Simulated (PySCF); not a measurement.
## What a change does: NMR shielding calculation on C₃H₇NSSi

System: C₃H₇NSSi.
Method of run A: GIAO PBE0/6-31G NMR shielding, non-relativistic, gas phase (PySCF 2.14.0).

The geometry comes from this level: PBE0-D3(BJ)/def2-SVP. Text and figures count atoms from 1; the logs count them from 0 in places.

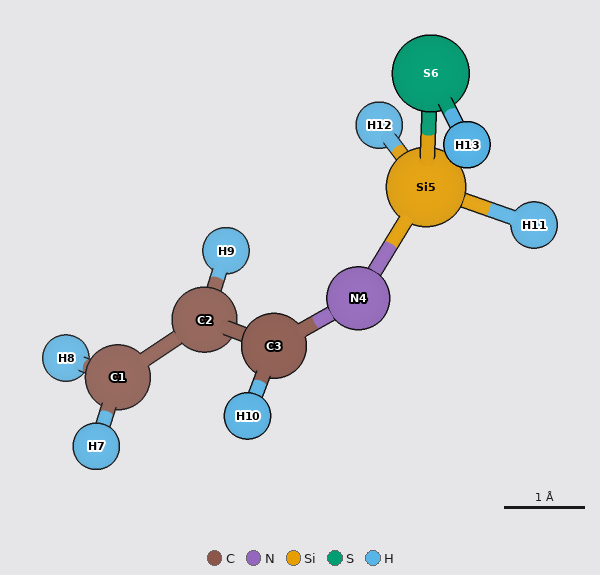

Figure 1. The structure (ball-and-stick view, seen at a tilt; atoms are numbered from 1 in the order of the input).

Input file, run A:
```
{"job": {"kind": "nmr", "xc": "PBE0", "basis": "6-31G", "pop": true}, "charge": 0, "multiplicity": 1}
C      2.744771     0.058273     0.169030
C      1.437331    -0.203205     0.049448
C      0.548882     0.653421    -0.741280
N     -0.695379     0.504252    -0.940172
Si    -1.877576    -0.643883    -0.398077
S     -3.377938     0.426083     0.693731
H      3.190792     0.928073    -0.324937
H      3.410564    -0.577597     0.757165
H      0.993118    -1.073814     0.544036
H      1.056674     1.522918    -1.207814
H     -2.420716    -1.281832    -1.630216
H     -1.445824    -1.712100     0.560788
H     -3.552520     1.351554    -0.275828
```

The first line tells a small driver script what to run in PySCF; the rest is the geometry in Å.

Launched with:
```bash
OMP_NUM_THREADS=1 python <driver script> task.json out
```

Hardware: 1 CPU thread, shared host.

Output (run A):
```
coarse grid: 11912 points
cycle   1  E = -860.3432835623  dE =  6.644e-01  |g| = 4.369e-01  |ddm| = 3.512e+00
cycle   2  E = -860.2860769981  dE =  5.721e-02  |g| = 6.802e-01  |ddm| = 1.523e+00
cycle   3  E = -860.3958239197  dE = -1.097e-01  |g| = 1.410e-01  |ddm| = 9.269e-01
cycle   4  E = -860.4013119473  dE = -5.488e-03  |g| = 2.808e-02  |ddm| = 2.168e-01
cycle   5  E = -860.4015134916  dE = -2.015e-04  |g| = 1.164e-02  |ddm| = 5.045e-02
cycle   6  E = -860.4015503660  dE = -3.687e-05  |g| = 2.869e-03  |ddm| = 1.487e-02
cycle   7  E = -860.4015527452  dE = -2.379e-06  |g| = 6.521e-04  |ddm| = 4.227e-03
final grid: 105896 points
cycle   8  E = -860.3321308238  dE = -1.476e-05  |g| = 6.111e-03  |ddm| = 2.506e-02
cycle   9  E = -860.3321250722  dE =  5.752e-06  |g| = 7.749e-03  |ddm| = 1.852e-02
cycle  10  E = -860.3321409815  dE = -1.591e-05  |g| = 1.989e-03  |ddm| = 1.141e-02
cycle  11  E = -860.3321420125  dE = -1.031e-06  |g| = 1.286e-04  |ddm| = 2.361e-03
cycle  12  E = -860.3321420157  dE = -3.252e-09  |g| = 6.825e-05  |ddm| = 2.466e-04
cycle  13  E = -860.3321420171  dE = -1.358e-09  |g| = 2.033e-05  |ddm| = 8.876e-05
cycle  14  E = -860.3321420172  dE = -9.845e-11  |g| = 5.895e-06  |ddm| = 2.511e-05
converged SCF energy = -860.3321420172

GIAO shielding tensors (ppm)
atom      isotropic    diamagn.    paramagn.     s11        s22        s33       span
  0 C       67.759     257.679    -189.919    -39.513     62.955    179.836    219.350
  1 C       68.812     258.873    -190.061    -35.690     74.583    167.542    203.232
  2 C       35.341     251.308    -215.967    -43.255     20.067    129.212    172.467
  3 N      -88.497     335.194    -423.691   -432.165    -97.314    263.988    696.153
  4 Si     449.910     881.280    -431.369    392.629    460.264    496.838    104.210
  5 S      759.092    1056.537    -297.444    660.197    722.967    894.114    233.917
  6 H       26.453      30.401      -3.949     23.094     26.493     29.772      6.678
  7 H       26.183      29.330      -3.146     23.563     26.490     28.497      4.934
  8 H       25.876      32.394      -6.518     22.925     23.989     30.713      7.788
  9 H       23.436      29.454      -6.018     21.354     23.656     25.299      3.945
 10 H       27.065      29.310      -2.244     23.438     24.749     33.009      9.571
 11 H       27.009      29.260      -2.251     22.717     25.169     33.141     10.424
 12 H       32.286      30.702       1.584     24.927     29.383     42.547     17.620
```

Run B used a changed input.

The two runs side by side:

| quantity | run A | run B |
| --- | --- | --- |
| outcome | converged | converged |
| total energy (hartree) | −860.332142 | −850.586806 |
| HOMO (eV) | −6.92 | −3.66 |
| LUMO (eV) | −1.71 | 1.44 |
| dipole moment (D) | 3.53 | 1.36 |
| shielding of C1 (ppm) | 67.8 | 122.2 |
| shielding of C2 (ppm) | 68.8 | 126.5 |
| shielding of C3 (ppm) | 35.3 | 111.1 |
| shielding of N4 (ppm) | −88.5 | −21.2 |
| shielding of Si5 (ppm) | 449.9 | 545.3 |
| shielding of S6 (ppm) | 759.1 | 905.6 |
| shielding of H11 (ppm) | 27.1 | 29.5 |
| SCF iterations | 14 | 13 |
| basis functions | 76 | 45 |
| wall time (shared host) | 7.9 s | 3.9 s |

Which change of the input explains these differences?

The change (lines with − go, lines with + come):
```diff
-"basis": "6-31G"
+"basis": "STO-3G"
```

The total energy of run B is 6115.3 kcal/mol higher, which measures the change of basis and not a stability. The HOMO goes from −6.92 to −3.66 eV. The LUMO goes from −1.71 to 1.44 eV. The dipole moment goes from 3.53 to 1.36 D. Of all shieldings, the largest change is that of S6, by +146.5 ppm. The SCF takes 13 iterations against 14. The basis functions go from 76 to 45.

Output (run B):
```
coarse grid: 11912 points
cycle   1  E = -850.4948961932  dE =  3.983e-01  |g| = 5.570e-01  |ddm| = 4.662e+00
cycle   2  E = -850.3315283740  dE =  1.634e-01  |g| = 9.553e-01  |ddm| = 2.008e+00
cycle   3  E = -850.6098828251  dE = -2.784e-01  |g| = 1.122e-01  |ddm| = 1.237e+00
cycle   4  E = -850.6145131567  dE = -4.630e-03  |g| = 3.387e-02  |ddm| = 2.373e-01
cycle   5  E = -850.6148496590  dE = -3.365e-04  |g| = 1.347e-02  |ddm| = 5.557e-02
cycle   6  E = -850.6149034348  dE = -5.378e-05  |g| = 2.553e-03  |ddm| = 1.758e-02
cycle   7  E = -850.6149055441  dE = -2.109e-06  |g| = 4.427e-04  |ddm| = 3.835e-03
final grid: 105896 points
cycle   8  E = -850.5868027806  dE = -7.315e-06  |g| = 2.645e-03  |ddm| = 1.298e-02
cycle   9  E = -850.5868031814  dE = -4.008e-07  |g| = 2.654e-03  |ddm| = 8.791e-03
cycle  10  E = -850.5868052966  dE = -2.115e-06  |g| = 1.031e-03  |ddm| = 4.663e-03
cycle  11  E = -850.5868056243  dE = -3.276e-07  |g| = 7.151e-05  |ddm| = 1.316e-03
cycle  12  E = -850.5868056258  dE = -1.494e-09  |g| = 2.534e-05  |ddm| = 1.186e-04
cycle  13  E = -850.5868056259  dE = -1.276e-10  |g| = 1.415e-05  |ddm| = 4.192e-05
converged SCF energy = -850.5868056259

GIAO shielding tensors (ppm)
atom      isotropic    diamagn.    paramagn.     s11        s22        s33       span
  0 C      122.215     252.765    -130.551     32.277    122.191    212.176    179.899
  1 C      126.520     255.488    -128.968     33.668    134.384    211.509    177.841
  2 C      111.060     254.316    -143.256     25.697    129.381    178.102    152.405
  3 N      -21.212     316.561    -337.773   -488.772     38.958    386.179    874.951
  4 Si     545.285     869.670    -324.385    475.514    550.572    609.769    134.255
  5 S      905.555    1043.448    -137.893    759.130    899.662   1057.872    298.742
  6 H       27.005      30.870      -3.866     24.033     25.906     31.076      7.043
  7 H       26.774      29.941      -3.168     24.524     26.035     29.761      5.237
  8 H       26.723      34.486      -7.763     24.169     24.310     31.691      7.521
  9 H       23.898      32.108      -8.210     22.564     23.000     26.130      3.566
 10 H       29.545      30.447      -0.901     25.974     26.835     35.827      9.853
 11 H       29.477      32.676      -3.199     25.292     27.166     35.973     10.681
 12 H       34.043      31.338       2.705     25.817     31.903     44.409     18.592
```
